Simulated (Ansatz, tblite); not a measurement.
# SiMe(OAc)3 (C7H12O6Si): rung by rung

How do method and basis change the picture of SiMe(OAc)3 (C7H12O6Si) (singlet)?

Computed with Ansatz 0.2.0, Gaussian basis. Level: as each input shows.

Plan: GFN1-xTB, GFN2-xTB, PBE-D4/def2-TZVP, r2SCAN-D4/def2-TZVP, PBE-D4/def2-SVP, PBE0-D4/def2-SVP, HF/6-31G, B3LYP-D4/6-31G, MP2/def2-SVP, RPA/def2-SVP.

4 further runs of the same task are left out: 2 that didn't finish, 2 set aside as unsound or not needed. Runs told in other sessions of the task aren't counted.

### 1 The geometry

The singlet was relaxed beforehand with PBE-D4/def2-SVP.

26 atoms, charge 0, spin multiplicity 1.

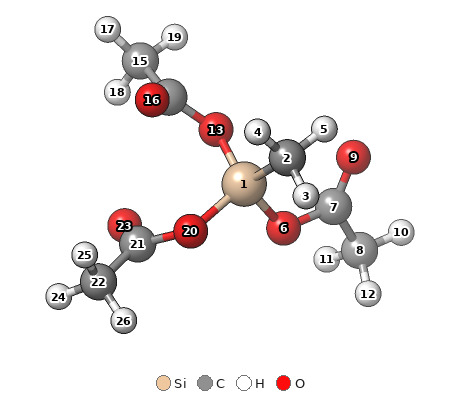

The structure; silicon light orange, carbon grey, hydrogen white, oxygen red; atoms are numbered from 1 in the order of the file.

PBE0-D4/def2-TZVP was run before; its log isn't repeated, and its numbers join the tables.

### 2 GFN1-xTB

Tight binding, by tblite at 300 K electronic temperature and without a spin-polarisation term:

```python
tblite.interface.Calculator('GFN1-xTB', numbers, positions, charge=0, uhf=0).singlepoint()
```

Energy -1403.1349 eV, HOMO -12.31 eV, LUMO -7.33 eV; 0.023 s.

### 3 GFN2-xTB

Tight binding, by tblite at 300 K electronic temperature and without a spin-polarisation term:

```python
tblite.interface.Calculator('GFN2-xTB', numbers, positions, charge=0, uhf=0).singlepoint()
```

Energy -1289.9964 eV, HOMO -11.53 eV, LUMO -6.92 eV; 0.019 s.

### 4 PBE-D4/def2-TZVP

start.molden holds the orbitals of an earlier run on this state, given as this run's starting guess.

The input, in.yaml:

```yaml
crystal:
  periodic: [false, false, false]
  atoms:
    - {symbol: Si, position_ang: [0.219753, -0.192764, 0.688153]}
    - {symbol: C, position_ang: [0.186262, -0.483865, 2.511025]}
    - {symbol: H, position_ang: [0.810829, -1.359907, 2.776054]}
    - {symbol: H, position_ang: [-0.857406, -0.674479, 2.828433]}
    - {symbol: H, position_ang: [0.579618, 0.409896, 3.031577]}
    - {symbol: O, position_ang: [1.786959, 0.029094, 0.035151]}
    - {symbol: C, position_ang: [2.569890, 1.052189, 0.482661]}
    - {symbol: C, position_ang: [3.869658, 1.136926, -0.273990]}
    - {symbol: O, position_ang: [2.224760, 1.791761, 1.385258]}
    - {symbol: H, position_ang: [4.500305, 1.938794, 0.146527]}
    - {symbol: H, position_ang: [3.660624, 1.339155, -1.343776]}
    - {symbol: H, position_ang: [4.398499, 0.164314, -0.230351]}
    - {symbol: O, position_ang: [-0.633132, 1.182877, 0.147343]}
    - {symbol: C, position_ang: [-1.994590, 1.140062, 0.152661]}
    - {symbol: C, position_ang: [-2.599302, 2.275382, -0.623638]}
    - {symbol: O, position_ang: [-2.607595, 0.244819, 0.708367]}
    - {symbol: H, position_ang: [-3.688882, 2.316529, -0.454357]}
    - {symbol: H, position_ang: [-2.394570, 2.093079, -1.698940]}
    - {symbol: H, position_ang: [-2.117686, 3.235249, -0.355856]}
    - {symbol: O, position_ang: [-0.299343, -1.620919, -0.070947]}
    - {symbol: C, position_ang: [-0.866987, -1.716913, -1.311434]}
    - {symbol: C, position_ang: [-1.347477, -3.119636, -1.580197]}
    - {symbol: O, position_ang: [-0.976774, -0.773967, -2.067323]}
    - {symbol: H, position_ang: [-1.679398, -3.211649, -2.628546]}
    - {symbol: H, position_ang: [-2.194269, -3.342515, -0.899378]}
    - {symbol: H, position_ang: [-0.549758, -3.853490, -1.354467]}
basis:
  gaussian: {orbitals: def2-TZVP, initial_orbitals: start.molden}
hamiltonian: {xc: pbe, dispersion: d4}
scf: {omitted_lower_state_checks: [starts]}
output: {orbitals: {seedname: orbitals}}
```

The run is started by

```bash
$ ansatz run in.yaml --threads 4 --pin off --events-out ev --progress --plain --max-ram 6963MiB
```

Log:

```text
Functional definition: PBE
  name "PBE"
  cite "Perdew, Burke & Ernzerhof, Phys. Rev. Lett. 77, 3865 (1996) doi:10.1103/PhysRevLett.77.3865"
  parent pbe
  parameter kappa = 0.804
  parameter beta = 0.06672455060314922
  exchange = pbe_x(kappa = kappa, mu = beta*pi^2/3)
  correlation = pbe_c(beta = beta)
these checks for a lower state are left out or cut short: starts
2946 factors; their error is unknown
mean field evaluation 1: about -27601.8651 eV, gradient 1.7e1 eV
mean field evaluation 2: about -27602.2083 eV, gradient 3.7e-1 eV
mean field evaluation 4: about -27602.1394 eV, gradient 1.7e-3 eV
mean field -27602.13939967 eV, -1014.3599135360 hartree, gradient 1.5e-5 eV, S^2 0.000000; 0 other end points of the search recorded, 0 dependent functions left out
reference -27602.13946633 eV, -1014.3599159854 hartree; 58, 58 occupied and 454, 454 virtual orbitals, 2946 factors
Total energy: -27602.88993877 eV, -1014.3874953389 hartree
Checks for a lower state left out: starts
```

It took 14 s on 4 threads of Arm Neoverse V1, shared host; peak memory 1.4 GiB.

From the report: HOMO -6.41 eV, LUMO -1.38 eV.

### 5 r2SCAN-D4/def2-TZVP

in.yaml: that of step 4 with these lines changed.

```diff
@@ -31,3 +31,3 @@
   gaussian: {orbitals: def2-TZVP, initial_orbitals: start.molden}
-hamiltonian: {xc: pbe, dispersion: d4}
+hamiltonian: {xc: r2scan, dispersion: d4}
 scf: {omitted_lower_state_checks: [starts]}
```

Launched as before.

Log:

```text
Functional definition: r2SCAN
  name "r2SCAN"
  cite "Furness, Kaplan, Ning, Perdew & Sun, J. Phys. Chem. Lett. 11, 8208 (2020) doi:10.1021/acs.jpclett.0c02405"
  cite "Furness, Kaplan, Ning, Perdew & Sun, J. Phys. Chem. Lett. 11, 9248 (2020) doi:10.1021/acs.jpclett.0c03077"
  parent r2scan
  parameter k0 = 0.174
  parameter k1 = 0.065
  parameter a1 = 4.9479
  exchange = r2scan_x(k0 = k0, k1 = k1, a1 = a1)
  correlation = r2scan_c
these checks for a lower state are left out or cut short: starts
2946 factors; their error is unknown
mean field evaluation 1: about -27617.8770 eV, gradient 8.8e0 eV
mean field evaluation 2: about -27617.9752 eV, gradient 1.1e-1 eV
mean field evaluation 4: about -27617.9164 eV, gradient 8.0e-4 eV
mean field -27617.91637932 eV, -1014.9397068439 hartree, gradient 1.7e-5 eV, S^2 0.000000; 0 other end points of the search recorded, 0 dependent functions left out
reference -27617.91639874 eV, -1014.9397075577 hartree; 58, 58 occupied and 454, 454 virtual orbitals, 2946 factors
Total energy: -27618.13547885 eV, -1014.9477586030 hartree
Checks for a lower state left out: starts
```

Run time: 28 s. Hardware: 4 threads of Arm Neoverse V1, shared host; peak memory 1.5 GiB.

From the report: HOMO -6.76 eV, LUMO -1.11 eV.

### 6 PBE-D4/def2-SVP

in.yaml: that of step 5 with these lines changed.

```diff
@@ -30,4 +30,4 @@
 basis:
-  gaussian: {orbitals: def2-TZVP, initial_orbitals: start.molden}
-hamiltonian: {xc: r2scan, dispersion: d4}
+  gaussian: {orbitals: def2-SVP, initial_orbitals: start.molden}
+hamiltonian: {xc: pbe, dispersion: d4}
 scf: {omitted_lower_state_checks: [starts]}
```

The command is unchanged.

Log:

```text
Functional definition: PBE
  name "PBE"
  cite "Perdew, Burke & Ernzerhof, Phys. Rev. Lett. 77, 3865 (1996) doi:10.1103/PhysRevLett.77.3865"
  parent pbe
  parameter kappa = 0.804
  parameter beta = 0.06672455060314922
  exchange = pbe_x(kappa = kappa, mu = beta*pi^2/3)
  correlation = pbe_c(beta = beta)
these checks for a lower state are left out or cut short: starts
2856 factors; their error is unknown
mean field evaluation 1: about -27575.9359 eV, gradient 1.6e1 eV
mean field evaluation 2: about -27576.6107 eV, gradient 4.7e-1 eV
mean field evaluation 4: about -27576.4713 eV, gradient 1.2e-3 eV
mean field -27576.47127037 eV, -1013.4166271824 hartree, gradient 1.2e-5 eV, S^2 0.000000; 0 other end points of the search recorded, 0 dependent functions left out
reference -27576.47132997 eV, -1013.4166293729 hartree; 58, 58 occupied and 202, 202 virtual orbitals, 2856 factors
Total energy: -27577.22180241 eV, -1013.4442087264 hartree
Checks for a lower state left out: starts
```

Wall time 6.5 s (4 threads of Arm Neoverse V1, shared host).

From the report: HOMO -6.22 eV, LUMO -1.19 eV.

### 7 PBE0-D4/def2-SVP

in.yaml: that of step 6 with these lines changed.

```diff
@@ -31,3 +31,3 @@
   gaussian: {orbitals: def2-SVP, initial_orbitals: start.molden}
-hamiltonian: {xc: pbe, dispersion: d4}
+hamiltonian: {xc: pbe0, dispersion: d4}
 scf: {omitted_lower_state_checks: [starts]}
```

Same command.

Log:

```text
Functional definition: PBE0
  name "PBE0"
  cite "Adamo & Barone, J. Chem. Phys. 110, 6158 (1999) doi:10.1063/1.478522"
  cite "Perdew, Burke & Ernzerhof, Phys. Rev. Lett. 77, 3865 (1996) doi:10.1103/PhysRevLett.77.3865"
  parent pbe
  parameter a = 0.25
  parameter kappa = 0.804
  parameter beta = 0.06672455060314922
  exchange = (1 - a)*pbe_x(kappa = kappa, mu = beta*pi^2/3) + a*exact_x
  correlation = pbe_c(beta = beta)
these checks for a lower state are left out or cut short: starts
2856 factors; their error is unknown
mean field evaluation 1: about -27577.3545 eV, gradient 1.4e1 eV
mean field evaluation 2: about -27577.7593 eV, gradient 2.9e-1 eV
mean field evaluation 4: about -27577.8134 eV, gradient 5.3e-4 eV
mean field -27577.81342558 eV, -1013.4659504766 hartree, gradient 2.6e-5 eV, S^2 0.000000; 0 other end points of the search recorded, 0 dependent functions left out
reference -27577.81347169 eV, -1013.4659521714 hartree; 58, 58 occupied and 202, 202 virtual orbitals, 2856 factors
Total energy: -27578.46180578 eV, -1013.4897780097 hartree
Checks for a lower state left out: starts
```

Run time: 13 s. Hardware: 4 threads of Arm Neoverse V1, shared host; peak memory 1.6 GiB.

HOMO -8.00 eV, LUMO -0.11 eV.

### 8 HF/6-31G

in.yaml: that of step 7 with these lines changed.

```diff
@@ -30,4 +30,4 @@
 basis:
-  gaussian: {orbitals: def2-SVP, initial_orbitals: start.molden}
-hamiltonian: {xc: pbe0, dispersion: d4}
+  gaussian: {orbitals: 6-31G}
+hamiltonian: {xc: hf}
 scf: {omitted_lower_state_checks: [starts]}
```

The command is unchanged.

Log:

```text
Functional definition: HF
  name "HF"
  cite "Fock, Z. Phys. 61, 126 (1930) doi:10.1007/BF01340294"
  parent pbe
  exchange = exact_x
  correlation = 0
these checks for a lower state are left out or cut short: starts
1863 factors; integrals over basis functions are off by at most 1.9e-4 eV
mean field evaluation 1: about -27471.5273 eV, gradient 7.2e1 eV
mean field evaluation 2: about -27471.5567 eV, gradient 7.2e1 eV
mean field evaluation 4: about -27482.8225 eV, gradient 6.6e0 eV
mean field evaluation 8: about -27482.9928 eV, gradient 1.5e-1 eV
mean field -27482.99137306 eV, -1009.9813043194 hartree, gradient 2.2e-5 eV, S^2 0.000000; 0 other end points of the search recorded, 0 dependent functions left out
reference -27482.99137306 eV, -1009.9813043194 hartree; 58, 58 occupied and 96, 96 virtual orbitals, 1863 factors
Total energy: -27482.99137306 eV, -1009.9813043194 hartree
Checks for a lower state left out: starts
```

Wall time 2.8 s (4 threads of Arm Neoverse V1, shared host); peak memory 0.55 GiB.

Report: HOMO -12.32 eV, LUMO 3.93 eV.

### 9 B3LYP-D4/6-31G

in.yaml: that of step 8 with these lines changed.

```diff
@@ -31,3 +31,3 @@
   gaussian: {orbitals: 6-31G}
-hamiltonian: {xc: hf}
+hamiltonian: {xc: {name: B3LYP}, dispersion: d4}
 scf: {omitted_lower_state_checks: [starts]}
```

Same command.

Log:

```text
Functional definition: B3LYP
  name "B3LYP"
  cite "Stephens, Devlin, Chabalowski & Frisch, J. Phys. Chem. 98, 11623 (1994) doi:10.1021/j100096a001"
  cite "Becke, Phys. Rev. A 38, 3098 (1988) doi:10.1103/PhysRevA.38.3098"
  cite "Lee, Yang & Parr, Phys. Rev. B 37, 785 (1988) doi:10.1103/PhysRevB.37.785"
  cite "Vosko, Wilk & Nusair, Can. J. Phys. 58, 1200 (1980) doi:10.1139/p80-159"
  parameter a0 = 0.2
  parameter ax = 0.72
  parameter ac = 0.81
  exchange = (1 - a0 - ax)*slater_x + ax*b88_x + a0*exact_x
  correlation = (1 - ac)*vwn_rpa_c + ac*lyp_c
these checks for a lower state are left out or cut short: starts
1863 factors; integrals over basis functions are off by at most 1.9e-4 eV
mean field evaluation 1: about -27587.6498 eV, gradient 1.1e2 eV
mean field evaluation 2: about -27560.2547 eV, gradient 1.6e2 eV
mean field evaluation 4: about -27611.1458 eV, gradient 7.9e0 eV
mean field evaluation 8: about -27611.7191 eV, gradient 1.2e0 eV
mean field evaluation 16: about -27611.7232 eV, gradient 1.1e-3 eV
mean field -27611.72319032 eV, -1014.7121113460 hartree, gradient 5.4e-5 eV, S^2 0.000000; 0 other end points of the search recorded, 0 dependent functions left out
reference -27611.72350560 eV, -1014.7121229323 hartree; 58, 58 occupied and 96, 96 virtual orbitals, 1863 factors
Total energy: -27612.90283253 eV, -1014.7554623979 hartree
Checks for a lower state left out: starts
```

It took 6 s on 4 threads of Arm Neoverse V1, shared host; peak memory 0.59 GiB.

HOMO -7.73 eV, LUMO -0.52 eV.

### 10 MP2/def2-SVP

in.yaml: that of step 9 with these lines changed.

```diff
@@ -30,4 +30,4 @@
 basis:
-  gaussian: {orbitals: 6-31G}
-hamiltonian: {xc: {name: B3LYP}, dispersion: d4}
+  gaussian: {orbitals: def2-SVP, initial_orbitals: start.molden}
+correlation: {method: mp2}
 scf: {omitted_lower_state_checks: [starts]}
```

The command is unchanged.

Log:

```text
Functional definition: HF
  name "HF"
  cite "Fock, Z. Phys. 61, 126 (1930) doi:10.1007/BF01340294"
  parent pbe
  exchange = exact_x
  correlation = 0
these checks for a lower state are left out or cut short: starts
2588 factors; integrals over basis functions are off by at most 1.3e-3 eV
mean field evaluation 1: about -27474.0784 eV, gradient 3.6e1 eV
mean field evaluation 2: about -27476.4468 eV, gradient 2.1e0 eV
mean field evaluation 4: about -27476.7675 eV, gradient 7.7e-1 eV
mean field evaluation 8: about -27476.7689 eV, gradient 3.6e-5 eV
mean field -27476.76887626 eV, -1009.7526317796 hartree, gradient 1.1e-6 eV, S^2 0.000000; 0 other end points of the search recorded, 0 dependent functions left out
18 core orbitals not correlated: weight in the atoms' cores, before any rotation towards them, 1.000 or more for the frozen orbitals, at most 0.000 for the correlated occupied ones
reference -27476.76887626 eV, -1009.7526317796 hartree; 40, 40 occupied and 202, 202 virtual orbitals, 2588 factors
second order -57.71062167 eV of doubles, -0.00000000 eV of singles
Total energy: -27534.47949793 eV, -1011.8734580082 hartree
Checks for a lower state left out: starts
```

It took 12 s on 4 threads of Arm Neoverse V1, shared host; peak memory 0.92 GiB.

Hartree-Fock HOMO -12.33 eV, LUMO 4.22 eV.

### 11 RPA/def2-SVP

in.yaml: that of step 10 with these lines changed.

```diff
@@ -31,4 +31,4 @@
   gaussian: {orbitals: def2-SVP, initial_orbitals: start.molden}
-correlation: {method: mp2}
+hamiltonian: {xc: pbe}
+correlation: {method: rpa}
 scf: {omitted_lower_state_checks: [starts]}
-output: {orbitals: {seedname: orbitals}}
```

Same command.

Log:

```text
Functional definition: PBE
  name "PBE"
  cite "Perdew, Burke & Ernzerhof, Phys. Rev. Lett. 77, 3865 (1996) doi:10.1103/PhysRevLett.77.3865"
  parent pbe
  parameter kappa = 0.804
  parameter beta = 0.06672455060314922
  exchange = pbe_x(kappa = kappa, mu = beta*pi^2/3)
  correlation = pbe_c(beta = beta)
these checks for a lower state are left out or cut short: starts
2588 factors; integrals over basis functions are off by at most 1.3e-3 eV
mean field evaluation 1: about -27575.8048 eV, gradient 1.6e1 eV
mean field evaluation 2: about -27576.4835 eV, gradient 4.7e-1 eV
mean field evaluation 4: about -27576.4712 eV, gradient 9.2e-4 eV
mean field -27576.47122553 eV, -1013.4166255348 hartree, gradient 1.6e-6 eV, S^2 0.000000; 0 other end points of the search recorded, 0 dependent functions left out
18 core orbitals not correlated: weight in the atoms' cores, before any rotation towards them, 1.000 or more for the frozen orbitals, at most 0.000 for the correlated occupied ones
reference -27472.92700371 eV, -1009.6114455674 hartree; 40, 40 occupied and 202, 202 virtual orbitals, 2588 factors
Total energy: -27562.31158023 eV, -1012.8962681677 hartree
Checks for a lower state left out: starts
```

It took 17 s on 4 threads of Arm Neoverse V1, shared host; peak memory 0.89 GiB.

### 12 Comparison

| level | functions | HOMO (eV) | LUMO (eV) | gap (eV) | time |
| --- | --- | --- | --- | --- | --- |
| HF/6-31G | 154 | -12.32 | 3.93 | 16.25 | 2.8 s |
| PBE-D4/def2-SVP | 260 | -6.22 | -1.19 | 5.02 | 6.5 s |
| PBE-D4/def2-TZVP | 512 | -6.41 | -1.38 | 5.02 | 14 s |
| r2SCAN-D4/def2-TZVP | 512 | -6.76 | -1.11 | 5.65 | 28 s |
| B3LYP-D4/6-31G | 154 | -7.73 | -0.52 | 7.21 | 6 s |
| PBE0-D4/def2-SVP | 260 | -8.00 | -0.11 | 7.88 | 13 s |
| PBE0-D4/def2-TZVP | 512 | -8.09 | -0.24 | 7.84 | 58 s |

The pieces so far (eV):

| basis | HF | MP2 correlation | total |
| --- | --- | --- | --- |
| def2-SVP | -27476.7689 | -57.7106 | -27534.4795 (MP2) |

### 13 Binding energy

Free atoms were run apart at each level; binding is atoms less cluster, divided by the number of atoms, without zero-point or spin-orbit terms.

| level | binding an atom (eV) |
| --- | --- |
| HF/6-31G | 2.875 |
| HF/def2-SVP | 3.319 |
| PBE-D4/def2-SVP | 4.804 |
| PBE-D4/def2-TZVP | 4.751 |
| r2SCAN-D4/def2-TZVP | 4.631 |
| B3LYP-D4/6-31G | 4.320 |
| PBE0-D4/def2-SVP | 4.668 |
| PBE0-D4/def2-TZVP | 4.621 |
| MP2/def2-SVP | 4.490 |

### 14 Summary of results

| quantity | value |
| --- | --- |
| gap in def2-TZVP, named functionals, smallest and largest | 5.02 eV (PBE-D4), 7.84 eV (PBE0-D4) |
| correlation energy, MP2/def2-SVP | -57.71 eV |
| binding an atom, functionals in def2-TZVP | 4.62 (PBE0-D4) to 4.75 eV (PBE-D4) |
| PBE0 total energy, smallest basis above largest | 25.48 eV (def2-SVP, def2-TZVP) |

Orbital gaps of the named functionals in def2-TZVP span 5.02 eV (PBE-D4) to 7.84 eV (PBE0-D4); exact exchange widens it.

The slowest run with a step of its own, r2SCAN-D4/def2-TZVP, took 28 s; the quickest functional in def2-TZVP took 14 s (shared host).
